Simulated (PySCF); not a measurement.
# CISD/STO-6G run of BHO2 (oxoborinic acid)

What is the energy change on altering one bond length of BHO2 (oxoborinic acid) at CISD/STO-6G? The job is set up through a Python script.

Program for the calculation: PySCF 2.14.0.

6 further runs of the same task are left out: 6 set aside as unsound or not needed.

## Step 1: The system as given

BHO2: 4 atoms, total charge 0, spin state singlet. SMILES: `O=BO`. The shape is that of a PBE0-D4/def2-TZVP optimisation.

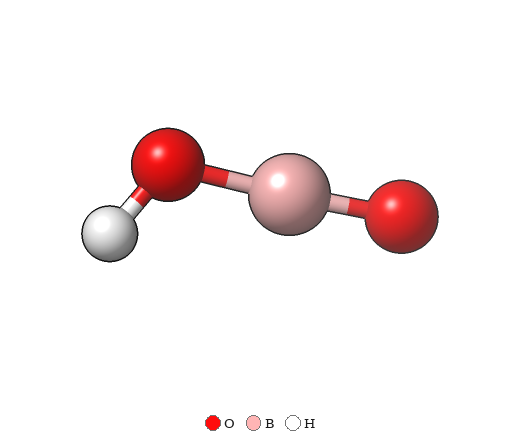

The structure, seen from a chosen angle (oxygen red, boron pink, hydrogen white).

## Step 2: The energy at CISD/STO-6G

Input file job.py:

```python
from pyscf import gto, scf, ci

molecule = gto.M(
    atom='''
O   -1.555100   0.523500   0.428500
B   -0.423900   0.132000   0.248600
O    0.816700  -0.302000   0.108600
H    1.162300  -0.353500  -0.785700
''',
    charge=0,
    basis='sto-6g',
    spin=0,
    verbose=4,
    max_memory=1860,
)

myscf = scf.RHF(molecule)
myscf.conv_tol = 1e-10
myscf.kernel()
if not myscf.converged:
    myscf = myscf.newton().run(myscf.mo_coeff, myscf.mo_occ)

cisd = ci.CISD(myscf, frozen=3)
cisd.kernel()
etot = cisd.e_tot
print('E(%s) = %.9f' % ('CISD', etot))
```

On the command line:

```
OMP_NUM_THREADS=1 python job.py
```

Standard output:

```text
PySCF version 2.14.0

[INPUT] num. atoms = 4
[INPUT] num. electrons = 22
[INPUT] charge = 0
[INPUT] spin (= nelec alpha-beta = 2S) = 0
[INPUT] symmetry False subgroup None
[INPUT] Mole.unit = angstrom
[INPUT] Symbol           X                Y                Z      unit          X                Y                Z       unit  Magmom
[INPUT]  1 O     -1.555100000000   0.523500000000   0.428500000000 AA   -2.938713096311   0.989271626210   0.809747644376 Bohr   0.0
[INPUT]  2 B     -0.423900000000   0.132000000000   0.248600000000 AA   -0.801054904203   0.249443848443   0.469785914567 Bohr   0.0
[INPUT]  3 O      0.816700000000  -0.302000000000   0.108600000000 AA    1.543339325932  -0.570697289619   0.205224257128 Bohr   0.0
[INPUT]  4 H      1.162300000000  -0.353500000000  -0.785700000000 AA    2.196428674582  -0.668018185034  -1.484757816071 Bohr   0.0

nuclear repulsion = 54.0055766008979
number of shells = 10
number of NR pGTOs = 96
number of NR cGTOs = 16
basis = sto-6g
ecp = {}

******** <class 'pyscf.scf.hf.RHF'> ********
method = RHF
initial guess = minao
damping factor = 0
level_shift factor = 0
DIIS = <class 'pyscf.scf.diis.CDIIS'>
diis_start_cycle = 1
diis_space = 8
diis_damp = 0
SCF conv_tol = 1e-10
SCF conv_tol_grad = None
SCF max_cycles = 50
direct_scf = True
direct_scf_tol = 1e-13
Set gradient conv threshold to 1e-05
Initial guess from minao.
init E= -174.761002591175
  HOMO = -0.433304089195617  LUMO = 0.239863340747881  gap/eV = 18.31782
cycle= 1 E= -174.205341050682  delta_E= 0.556  |g|= 0.677  |ddm|= 2.74
  HOMO = -0.239642696727101  LUMO = 0.367644609195697  gap/eV = 16.52513
cycle= 2 E= -174.295673801484  delta_E= -0.0903  |g|= 0.54  |ddm|= 1.36
  HOMO = -0.352727487379449  LUMO = 0.370499517813736  gap/eV = 19.68001
cycle= 3 E= -174.372683124793  delta_E= -0.077  |g|= 0.0554  |ddm|= 0.587
  HOMO = -0.360790489370033  LUMO = 0.376766403083952  gap/eV = 20.06995
cycle= 4 E= -174.374099724888  delta_E= -0.00142  |g|= 0.0195  |ddm|= 0.0913
  HOMO = -0.36413909337397  LUMO = 0.375657887081605  gap/eV = 20.13090
cycle= 5 E= -174.37431983975  delta_E= -0.00022  |g|= 0.00542  |ddm|= 0.0443
  HOMO = -0.363848411087448  LUMO = 0.375041078017583  gap/eV = 20.10621
cycle= 6 E= -174.374344185007  delta_E= -2.43e-05  |g|= 0.00129  |ddm|= 0.0179
  HOMO = -0.36439215181457  LUMO = 0.375490923532843  gap/eV = 20.13324
cycle= 7 E= -174.374345898063  delta_E= -1.71e-06  |g|= 0.0004  |ddm|= 0.00467
  HOMO = -0.364427382788095  LUMO = 0.375476423155018  gap/eV = 20.13381
cycle= 8 E= -174.374346124091  delta_E= -2.26e-07  |g|= 0.000128  |ddm|= 0.00149
  HOMO = -0.364454944919868  LUMO = 0.375472860299979  gap/eV = 20.13446
cycle= 9 E= -174.374346146365  delta_E= -2.23e-08  |g|= 1.68e-05  |ddm|= 0.000579
  HOMO = -0.364458399144982  LUMO = 0.375470456341357  gap/eV = 20.13449
cycle= 10 E= -174.374346146638  delta_E= -2.73e-10  |g|= 3.23e-06  |ddm|= 5.88e-05
  HOMO = -0.36445828296077  LUMO = 0.375470542896983  gap/eV = 20.13449
cycle= 11 E= -174.374346146647  delta_E= -8.81e-12  |g|= 5.66e-07  |ddm|= 1.1e-05
  HOMO = -0.364458130814586  LUMO = 0.375470599431402  gap/eV = 20.13449
Extra cycle  E= -174.374346146647  delta_E= -3.98e-13  |g|= 2.66e-07  |ddm|= 1.25e-06
converged SCF energy = -174.374346146647

******** <class 'pyscf.ci.cisd.RCISD'> ********
CISD nocc = 8, nmo = 13
frozen orbitals 3
max_cycle = 50
direct = 0
conv_tol = 1e-09
max_cycle = 50
max_space = 12
lindep = 0
nroots = 1
Init t2, MP2 energy = -0.155129088685737
RCISD converged
E(RCISD) = -174.5316410465579  E_corr = -0.1572948999105681
E(CISD) = -174.531641047
```

Wall time 0.64 s (1 thread of Intel Xeon 6975P-C (Granite Rapids), shared host); peak memory 0.1 GiB.

## Step 3: The distorted shape at the same level

Input file input.py:

```python
from pyscf import gto, ci

system = gto.M(
    atom='''
O     -3.069356     1.008740     1.147806
B     -0.931697     0.268912     0.807845
O      1.412697    -0.551229     0.543283
H      2.196429    -0.668018    -1.484758
''',
    verbose=4,
    basis='sto-6g',
    max_memory=1860,
    unit='bohr',
)

calc0 = system.RHF()
calc0.conv_tol = 1e-10
calc0.kernel()
if not calc0.converged:
    calc0 = calc0.newton().run(calc0.mo_coeff, calc0.mo_occ)

cisd = ci.CISD(calc0, frozen=3)
cisd.kernel()
e_final = cisd.e_tot
print('E = %.10f Eh' % e_final)
```

On the command line:

```
OMP_NUM_THREADS=1 python input.py
```

Standard output:

```text
PySCF version 2.14.0

[INPUT] num. atoms = 4
[INPUT] num. electrons = 22
[INPUT] charge = 0
[INPUT] spin (= nelec alpha-beta = 2S) = 0
[INPUT] symmetry False subgroup None
[INPUT] Mole.unit = bohr
[INPUT] Symbol           X                Y                Z      unit          X                Y                Z       unit  Magmom
[INPUT]  1 O     -1.624233247401   0.533802219743   0.607392777757 AA   -3.069356000000   1.008740000000   1.147806000000 Bohr   0.0
[INPUT]  2 B     -0.493032819883   0.142302102143   0.427493163956 AA   -0.931697000000   0.268912000000   0.807845000000 Bohr   0.0
[INPUT]  3 O      0.747567058335  -0.291697824798   0.287492982680 AA    1.412697000000  -0.551229000000   0.543283000000 Bohr   0.0
[INPUT]  4 H      1.162300172204  -0.353499902084  -0.785700097331 AA    2.196429000000  -0.668018000000  -1.484758000000 Bohr   0.0

nuclear repulsion = 53.1128304344096
number of shells = 10
number of NR pGTOs = 96
number of NR cGTOs = 16
basis = sto-6g
ecp = {}

******** <class 'pyscf.scf.hf.RHF'> ********
method = RHF
initial guess = minao
damping factor = 0
level_shift factor = 0
DIIS = <class 'pyscf.scf.diis.CDIIS'>
diis_start_cycle = 1
diis_space = 8
diis_damp = 0
SCF conv_tol = 1e-10
SCF conv_tol_grad = None
SCF max_cycles = 50
direct_scf = True
direct_scf_tol = 1e-13
Set gradient conv threshold to 1e-05
Initial guess from minao.
init E= -174.558164515186
  HOMO = -0.421497869578132  LUMO = 0.171536495018169  gap/eV = 16.13729
cycle= 1 E= -174.169396170414  delta_E= 0.389  |g|= 0.684  |ddm|= 2.73
  HOMO = -0.223968174391574  LUMO = 0.296505409773573  gap/eV = 14.16281
cycle= 2 E= -174.272645493282  delta_E= -0.103  |g|= 0.527  |ddm|= 1.37
  HOMO = -0.341901113988753  LUMO = 0.319880457643269  gap/eV = 18.00799
cycle= 3 E= -174.345773375038  delta_E= -0.0731  |g|= 0.0647  |ddm|= 0.577
  HOMO = -0.355000529898133  LUMO = 0.319755454675556  gap/eV = 18.36105
cycle= 4 E= -174.347556430485  delta_E= -0.00178  |g|= 0.0221  |ddm|= 0.101
  HOMO = -0.3603560481975  LUMO = 0.324378632732352  gap/eV = 18.63258
cycle= 5 E= -174.347840316434  delta_E= -0.000284  |g|= 0.00563  |ddm|= 0.0492
  HOMO = -0.360085088367567  LUMO = 0.323629900638763  gap/eV = 18.60483
cycle= 6 E= -174.347866350124  delta_E= -2.6e-05  |g|= 0.00147  |ddm|= 0.0179
  HOMO = -0.360648191614315  LUMO = 0.324026177731913  gap/eV = 18.63094
cycle= 7 E= -174.347868539693  delta_E= -2.19e-06  |g|= 0.000433  |ddm|= 0.00528
  HOMO = -0.360713364747908  LUMO = 0.324017363576862  gap/eV = 18.63247
cycle= 8 E= -174.347868808123  delta_E= -2.68e-07  |g|= 0.000157  |ddm|= 0.00157
  HOMO = -0.360735911707059  LUMO = 0.324013406276157  gap/eV = 18.63298
cycle= 9 E= -174.347868841913  delta_E= -3.38e-08  |g|= 2.37e-05  |ddm|= 0.000701
  HOMO = -0.360743447328564  LUMO = 0.324011974210283  gap/eV = 18.63314
cycle= 10 E= -174.347868842495  delta_E= -5.82e-10  |g|= 4.04e-06  |ddm|= 8.86e-05
  HOMO = -0.36074352372196  LUMO = 0.32401193530186  gap/eV = 18.63315
cycle= 11 E= -174.34786884251  delta_E= -1.51e-11  |g|= 8.19e-07  |ddm|= 1.43e-05
  HOMO = -0.360743257391524  LUMO = 0.324011948254775  gap/eV = 18.63314
Extra cycle  E= -174.347868842511  delta_E= -5.68e-13  |g|= 3.91e-07  |ddm|= 1.82e-06
converged SCF energy = -174.347868842511

******** <class 'pyscf.ci.cisd.RCISD'> ********
CISD nocc = 8, nmo = 13
frozen orbitals 3
max_cycle = 50
direct = 0
conv_tol = 1e-09
max_cycle = 50
max_space = 12
lindep = 0
nroots = 1
Init t2, MP2 energy = -0.164849255086832
RCISD converged
E(RCISD) = -174.5164718567893  E_corr = -0.1686030142788102
E = -174.5164718568 Eh
```

It took 0.85 s on 1 thread of Intel Xeon 6975P-C (Granite Rapids), shared host; peak memory 0.12 GiB.

## Step 4: Results

At CISD/STO-6G, 3 core orbitals frozen:

```
                                                         quantity          value
                                        first shape: total energy  -174.53164 Eh
                first shape: dipole moment (Hartree–Fock density)         2.78 D
                 first shape: HOMO energy (Hartree–Fock orbitals)       -9.92 eV
                 first shape: LUMO energy (Hartree–Fock orbitals)       10.22 eV
               first shape: HOMO–LUMO gap (Hartree–Fock orbitals)       20.13 eV
         first shape: correlation energy (3 core orbitals frozen)     -157.3 mEh
                                    distorted shape: total energy  -174.51647 Eh
            distorted shape: dipole moment (Hartree–Fock density)         2.85 D
             distorted shape: HOMO energy (Hartree–Fock orbitals)       -9.82 eV
             distorted shape: LUMO energy (Hartree–Fock orbitals)        8.82 eV
           distorted shape: HOMO–LUMO gap (Hartree–Fock orbitals)       18.63 eV
     distorted shape: correlation energy (3 core orbitals frozen)     -168.6 mEh
energy change with the O3–H4 bond stretched from 0.960 to 1.152 Å       0.413 eV
```

In words: With the O3–H4 bond stretched from 0.960 to 1.152 Å the energy rises by 0.41 eV (39.8 kJ/mol). The first shape isn't relaxed at this level, so the change isn't measured from a minimum. The minimal basis adds a large error of its own.
